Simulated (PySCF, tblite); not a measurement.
**C₃H₉ClSSi: geometry, infrared bands and NMR shifts**

What infrared bands and NMR shifts should C₃H₉ClSSi (`CC[Si@H](Cl)SC`) show?

The runs use tblite 0.8.0 and PySCF 2.14.0, with density-fitted response routines of our own; the level of theory stands in each step. All values are computed, except where a source is named. Atoms count from 0, in the outputs and in this text.

## 1. Starting geometry

15 atoms, charge 0, multiplicity 1; geometry from: force field or distance geometry start.

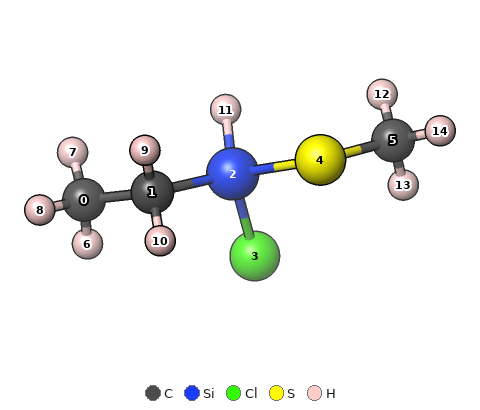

The starting geometry (carbon dark grey, silicon blue, chlorine green, sulfur yellow, hydrogen pink), atoms numbered.

## 2. Geometry optimisation with GFN2-xTB

Job settings and geometry (Å):

```
{"job": {"kind": "relax", "xc": "GFN2-xTB", "basis": "xTB"}, "charge": 0, "multiplicity": 1}
C      2.692600     0.504600     0.145800
C      1.472500    -0.294100     0.602100
Si    -0.147000     0.169400    -0.140200
Cl    -0.651800     2.095300     0.377100
S     -1.684700    -1.159200     0.574400
C     -3.174200    -0.580700    -0.283300
H      2.578000     1.572600     0.389200
H      2.834000     0.428600    -0.931900
H      3.597700     0.137400     0.636700
H      1.666500    -1.357100     0.399700
H      1.401900    -0.217600     1.701000
H     -0.122100     0.104500    -1.623800
H     -3.044200    -0.620500    -1.355800
H     -3.411300     0.442300     0.013600
H     -4.012300    -1.217500    -0.008500
```

Run with:

```bash
> OMP_NUM_THREADS=1 python probes_run.py task.json out
```

The driver reads the jobs from task.json and runs them one after another.

The log of the run:

```text
step      E/eV     max force
  0    -560.41276    1.687
  1    -560.46776    0.492
  2    -560.47477    0.156
  3    -560.47800    0.128
  4    -560.48015    0.152
  5    -560.48267    0.156
  6    -560.48471    0.124
  7    -560.48659    0.117
  8    -560.48834    0.126
  9    -560.49010    0.123
 10    -560.49158    0.108
 11    -560.49256    0.088
 12    -560.49311    0.079
 13    -560.49356    0.075
 14    -560.49415    0.093
 15    -560.49489    0.085
 16    -560.49560    0.071
 17    -560.49611    0.058
 18    -560.49644    0.045
 19    -560.49668    0.042
 20    -560.49689    0.039
 21    -560.49707    0.037
 22    -560.49723    0.033
 23    -560.49740    0.035
 24    -560.49754    0.033
 25    -560.49766    0.027
 26    -560.49777    0.029
 27    -560.49794    0.034
 28    -560.49814    0.040
 29    -560.49835    0.040
 30    -560.49854    0.036
 31    -560.49872    0.036
 32    -560.49893    0.037
 33    -560.49915    0.039
 34    -560.49934    0.040
 35    -560.49948    0.033
 36    -560.49965    0.033
 37    -560.49989    0.041
 38    -560.50016    0.039
 39    -560.50036    0.029
 40    -560.50048    0.024
 41    -560.50057    0.027
 42    -560.50067    0.028
 43    -560.50078    0.026
 44    -560.50087    0.021
 45    -560.50095    0.022
 46    -560.50101    0.019
 47    -560.50108    0.028
 48    -560.50115    0.027
 49    -560.50123    0.020
 50    -560.50131    0.024
 51    -560.50140    0.028
 52    -560.50153    0.038
 53    -560.50165    0.033
 54    -560.50174    0.020
 55    -560.50177    0.016
 56    -560.50179    0.012
 57    -560.50181    0.017
 58    -560.50184    0.017
 59    -560.50187    0.012
 60    -560.50190    0.014
 61    -560.50192    0.015
 62    -560.50196    0.017
 63    -560.50201    0.020
 64    -560.50206    0.020
 65    -560.50210    0.015
 66    -560.50213    0.014
 67    -560.50216    0.016
 68    -560.50221    0.020
 69    -560.50230    0.029
 70    -560.50241    0.038
 71    -560.50252    0.033
 72    -560.50261    0.024
 73    -560.50269    0.023
 74    -560.50278    0.027
 75    -560.50288    0.034
 76    -560.50295    0.025
 77    -560.50297    0.011
 78    -560.50298    0.009
```

Wall time 0.93 s (1 thread of Arm Neoverse N1, shared host); peak memory 0.18 GiB.

The steps of the relaxation: (not every step is listed)

| step | energy from step 0 (eV) | largest force (eV/Å) |
| --- | --- | --- |
| 0 | 0.0000 | 1.6870 |
| 1 | -0.0550 | 0.4925 |
| 2 | -0.0620 | 0.1565 |
| 3 | -0.0652 | 0.1280 |
| 4 | -0.0674 | 0.1517 |
| 5 | -0.0699 | 0.1562 |
| 6 | -0.0719 | 0.1239 |
| 7 | -0.0738 | 0.1170 |
| 8 | -0.0756 | 0.1265 |
| 14 | -0.0814 | 0.0926 |
| 20 | -0.0841 | 0.0386 |
| 26 | -0.0850 | 0.0290 |
| 32 | -0.0862 | 0.0365 |
| 38 | -0.0874 | 0.0392 |
| 44 | -0.0881 | 0.0213 |
| 50 | -0.0885 | 0.0241 |
| 56 | -0.0890 | 0.0115 |
| 62 | -0.0892 | 0.0165 |
| 68 | -0.0894 | 0.0196 |
| 73 | -0.0899 | 0.0232 |
| 74 | -0.0900 | 0.0266 |
| 75 | -0.0901 | 0.0342 |
| 76 | -0.0902 | 0.0250 |
| 77 | -0.0902 | 0.0114 |
| 78 | -0.0902 | 0.0093 |

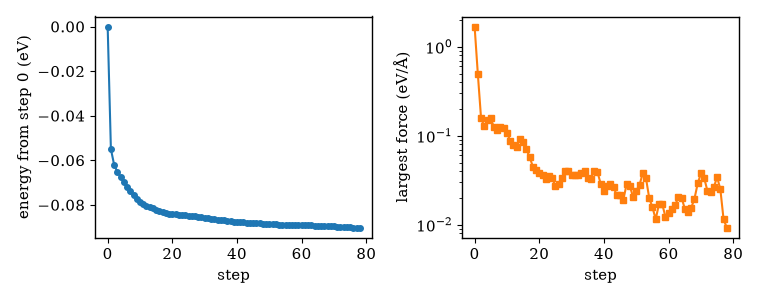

Energy and largest force along the relaxation.

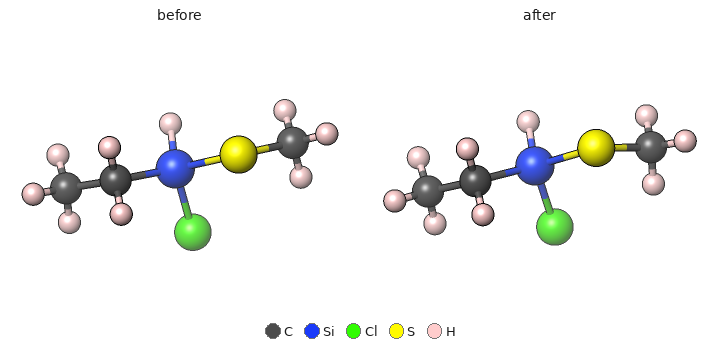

The geometry before (left) and after (right).

Close pairs (by a distance rule), those that changed most:

| bond | before (Å) | after (Å) | change (Å) |
| --- | --- | --- | --- |
| C1–Si2 | 1.841 | 1.894 | +0.053 |
| Si2–Cl3 | 2.057 | 2.025 | -0.032 |
| Si2–H11 | 1.485 | 1.461 | -0.024 |
| C0–H6 | 1.101 | 1.087 | -0.014 |
| C1–H10 | 1.104 | 1.092 | -0.012 |
| C1–H9 | 1.099 | 1.090 | -0.009 |
| C5–H13 | 1.091 | 1.085 | -0.006 |
| S4–C5 | 1.814 | 1.820 | +0.006 |

The end geometry stands in the next job.

## 3. Vibrational analysis with GFN2-xTB

Job settings and geometry (Å):

```
{"job": {"kind": "ir", "xc": "GFN2-xTB", "basis": "xTB"}, "charge": 0, "multiplicity": 1}
C      2.638340     0.533988     0.176892
C      1.476439    -0.346857     0.622043
Si    -0.147257     0.107169    -0.241023
Cl    -0.715711     1.991526     0.237114
S     -1.632945    -1.301495     0.416070
C     -3.134627    -0.514121    -0.244572
H      2.426091     1.581261     0.378812
H      2.819352     0.424833    -0.889822
H      3.549705     0.263384     0.706141
H      1.717408    -1.391191     0.422799
H      1.355854    -0.260885     1.704191
H     -0.073195     0.041240    -1.698537
H     -3.094293    -0.504367    -1.328869
H     -3.215253     0.495945     0.143229
H     -3.974324    -1.112440     0.091584
```

The log of the run:

```text
mode    cm-1     km/mol
  1      44.1      1.63
  2      51.1      2.84
  3      94.6      1.40
  4     121.6      0.99
  5     124.3      4.09
  6     177.3     10.33
  7     207.4      2.28
  8     248.0      4.06
  9     284.9      0.52
 10     455.2     35.46
 11     537.7     89.79
 12     623.5     89.55
 13     653.0    269.22
 14     725.8      2.50
 15     731.2     46.77
 16     739.0    143.71
 17     948.4      0.04
 18     959.5      7.74
 19     983.0     19.85
 20    1023.8     11.65
 21    1078.3     19.54
 22    1231.0      3.88
 23    1288.1      7.52
 24    1321.1      1.50
 25    1422.2      1.66
 26    1451.2      6.84
 27    1456.8      7.84
 28    1469.0      4.28
 29    1509.7      1.72
 30    1512.2      5.14
 31    2255.3    188.60
 32    2967.0     25.11
 33    2994.9     22.82
 34    3025.9     39.36
 35    3033.9     42.59
 36    3036.0      4.98
 37    3040.8     22.96
 38    3042.8      8.43
 39    3063.7      2.02
```

It took 0.92 s on 1 thread of Arm Neoverse N1, shared host; peak memory 0.18 GiB.

Which atoms move in the most intense modes:

```csv
cm⁻¹,km/mol,atoms
538,89.8,"Si2 58 %, S4 27 %"
624,89.5,H11 84 %
653,269.2,H11 92 %
731,46.8,"C1 32 %, Si2 26 %, H10 16 %"
739,143.7,"H9 25 %, C1 19 %, H10 16 %, Si2 13 %"
2255,188.6,H11 97 %
3026,39.4,H8 80 %
3034,42.6,"H7 48 %, H6 41 %"
```

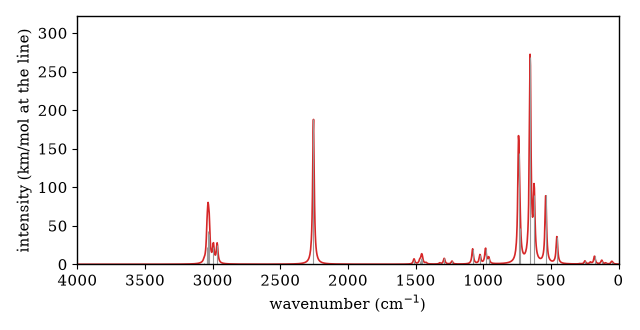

The infrared spectrum from these modes, unscaled. Lines are broadened to a width of 14 cm⁻¹ (Lorentzian).

## 4. Nuclear shieldings: PBE0/pcSseg-1

Same as in step 3 but for these lines:

```diff
@@ -1,2 +1,2 @@
-{"job": {"kind": "ir", "xc": "GFN2-xTB", "basis": "xTB"}, "charge": 0, "multiplicity": 1}
+{"job": {"kind": "nmr", "xc": "PBE0", "basis": "pcSseg-1"}, "charge": 0, "multiplicity": 1}
 C      2.638340     0.533988     0.176892
```

Method: GIAO PBE0/pcSseg-1 NMR shielding, non-relativistic, gas phase.

The log of the run:

```text
coarse grid: 13712 points
cycle   1  E = -1267.0012570349  dE =  3.828e-01  |g| = 4.117e-01  |ddm| = 3.395e+00
cycle   2  E = -1266.9938109423  dE =  7.446e-03  |g| = 4.561e-01  |ddm| = 9.112e-01
cycle   3  E = -1267.0473791546  dE = -5.357e-02  |g| = 3.633e-02  |ddm| = 4.935e-01
cycle   4  E = -1267.0477061093  dE = -3.270e-04  |g| = 1.319e-02  |ddm| = 5.725e-02
cycle   5  E = -1267.0477500622  dE = -4.395e-05  |g| = 2.529e-03  |ddm| = 1.872e-02
cycle   6  E = -1267.0477512062  dE = -1.144e-06  |g| = 1.086e-03  |ddm| = 3.188e-03
final grid: 117392 points
cycle   7  E = -1267.0838057241  dE = -2.924e-05  |g| = 8.478e-03  |ddm| = 2.285e-02
cycle   8  E = -1267.0837973645  dE =  8.360e-06  |g| = 1.000e-02  |ddm| = 1.538e-02
cycle   9  E = -1267.0838226566  dE = -2.529e-05  |g| = 5.535e-04  |ddm| = 9.025e-03
cycle  10  E = -1267.0838227194  dE = -6.273e-08  |g| = 1.203e-04  |ddm| = 7.108e-04
cycle  11  E = -1267.0838227227  dE = -3.287e-09  |g| = 3.771e-05  |ddm| = 1.471e-04
cycle  12  E = -1267.0838227230  dE = -3.292e-10  |g| = 8.824e-06  |ddm| = 3.902e-05
converged SCF energy = -1267.0838227230

GIAO shielding tensors (ppm)
atom      isotropic    diamagn.    paramagn.     s11        s22        s33       span
  0 C      177.920     245.397     -67.478    171.057    174.291    188.411     17.353
  1 C      172.254     254.571     -82.317    165.869    168.716    182.176     16.308
  2 Si     326.342     879.656    -553.315    277.352    336.590    365.082     87.730
  3 Cl     958.191    1150.192    -192.000    862.333    955.849   1056.392    194.059
  4 S      650.403    1059.893    -409.490    578.467    622.359    750.385    171.919
  5 C      173.702     250.774     -77.072    164.024    166.597    190.487     26.463
  6 H       30.467      29.217       1.250     24.887     30.822     35.691     10.804
  7 H       30.808      29.035       1.773     26.153     28.774     37.496     11.343
  8 H       30.322      27.195       3.128     24.959     27.483     38.525     13.567
  9 H       30.752      32.039      -1.288     24.960     30.554     36.742     11.782
 10 H       30.629      32.045      -1.416     25.925     30.215     35.747      9.822
 11 H       26.066      30.028      -3.963     22.392     24.252     31.553      9.162
 12 H       29.705      29.614       0.091     24.340     27.079     37.695     13.356
 13 H       29.438      30.203      -0.765     22.742     29.986     35.586     12.844
 14 H       29.585      28.269       1.317     23.649     26.518     38.589     14.940
```

Run time: 39 s. Hardware: 1 thread of Arm Neoverse N1, shared host; peak memory 0.75 GiB.

Shifts follow as δ = σ(reference) − σ, with reference shieldings (ppm) from runs at the same level and on the same kind of geometry: ¹H TMS 31.72, ¹³C TMS 186.9, ²⁹Si TMS 349.2, ³³S CS2 504, ³⁵Cl HCl 950. The references are single molecules in the gas phase. Atoms listed in one row are averaged.

```csv
atoms,environment,σ (ppm),δ (ppm),δ scaled to CDCl3
C1,sp3 CH2 bonded to Si,172.3,14.7,12.4
C5,methyl carbon bonded to S,173.7,13.2,6.6
C0,methyl carbon,177.9,9.0,6.9
H11,"hydrogen on a silicon bonded to C, Cl, S",26.07,5.65,–
"H12, H13, H14",hydrogen on a methyl carbon bonded to S,29.58,2.14,2.12
"H6, H7, H8",hydrogen on a methyl carbon,30.53,1.18,1.22
H10,hydrogen on an sp3 CH2 bonded to Si,30.63,1.09,1.13
H9,hydrogen on an sp3 CH2 bonded to Si,30.75,0.97,1.02
Si2,"silicon bonded to C, Cl, S, H",326.3,22.8,–
Cl3,chlorine bonded to Si,958,-8,–
S4,"sulfur bonded to C, Si",650,-147,–
```

The scaled column applies a straight-line fit of computed shieldings to shifts measured in CDCl3, with any fitted terms for Cl, Br or S neighbours (root-mean-square error 0.16 ppm for H, 1.9 ppm for C).

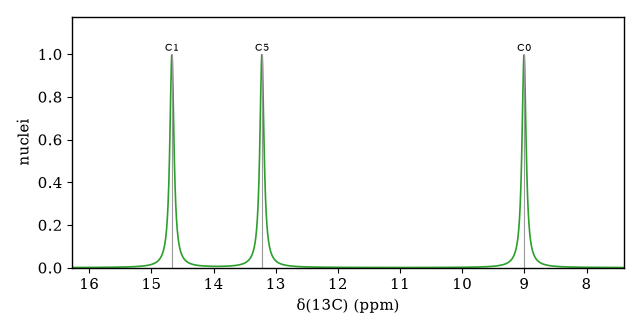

¹³C lines at the computed shifts, without couplings. Lines are broadened to a width of 0.08 ppm (Lorentzian).

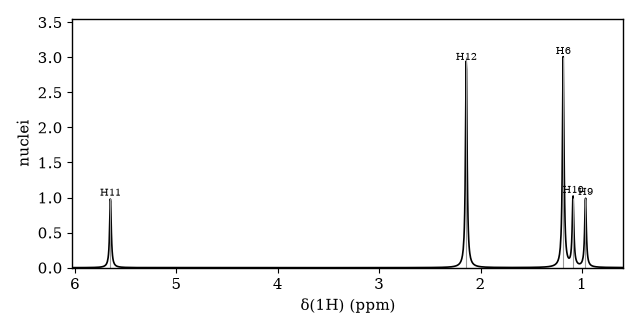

¹H lines at the computed shifts, without couplings. Lines are broadened to a width of 0.02 ppm (Lorentzian).

The run also stored atomic charges by several schemes (e):

```
atoms  Mulliken    IAO  Hirshfeld  ESP fit
   C0     -0.29  -0.41      -0.12    -0.28
   C1     -0.57  -0.54      -0.15     0.02
  Si2      0.76   0.85       0.33     0.19
  Cl3     -0.31  -0.31      -0.11    -0.14
   S4     -0.30  -0.18      -0.10    -0.27
   C5     -0.40  -0.50      -0.12    -0.30
```

ESP fit charges:

C0 -0.28; C1 0.02; Si2 0.19; Cl3 -0.14; S4 -0.27; C5 -0.30; H6 0.08; H7 0.08; H8 0.07; H9 0.06; H10 0.05; H11 -0.01; H12 0.13; H13 0.13; H14 0.18

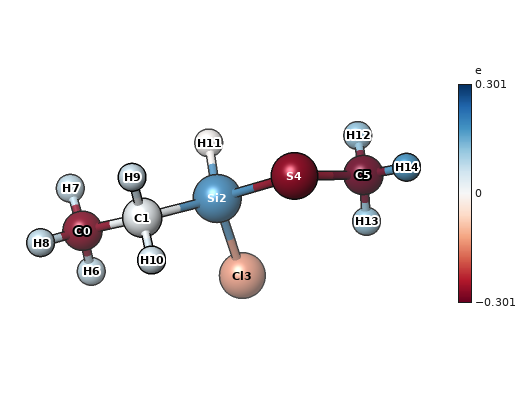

ESP fit charges, as colours on the atoms.

Mayer bond orders: C0–C1 1.05, C1–Si2 0.93, Si2–Cl3 0.97, Si2–S4 1.01, S4–C5 1.00.

## 5. Results

| quantity | value |
| --- | --- |
| strongest single infrared mode (GFN2-xTB) | 653 cm⁻¹, 269 km/mol |
| zero-point energy (GFN2-xTB) | 71.4 kcal/mol |
| ¹³C shifts against TMS (PBE0/pcSseg-1) | 14.7, 13.2, 9.0 ppm |
| ¹H shifts against TMS (PBE0/pcSseg-1, means over atoms taken as alike) | 5.65, 2.14, 1.18, 1.09, 0.97 ppm |
| ²⁹Si shifts against TMS (PBE0/pcSseg-1) | 22.8 ppm |
| ³⁵Cl shifts against HCl (PBE0/pcSseg-1) | -8 ppm |
| ³³S shifts against CS2 (PBE0/pcSseg-1) | -147 ppm |

What this shows: The optimisation took 78 steps and gained 0.090 eV; among the close pairs (by a distance rule), C1–Si2 changed most, from 1.841 to 1.894 Å. No mode is imaginary among the 39: a minimum at this level. The strongest single mode, at 653 cm⁻¹, moves mainly H11. GFN2-xTB is a fitted tight-binding method: band positions and strengths are rough. Its intensities can rank the bands wrongly. At PBE0/pcSseg-1: The widest tensor belongs to Cl3: span 194 ppm, with a paramagnetic part of -192 ppm.
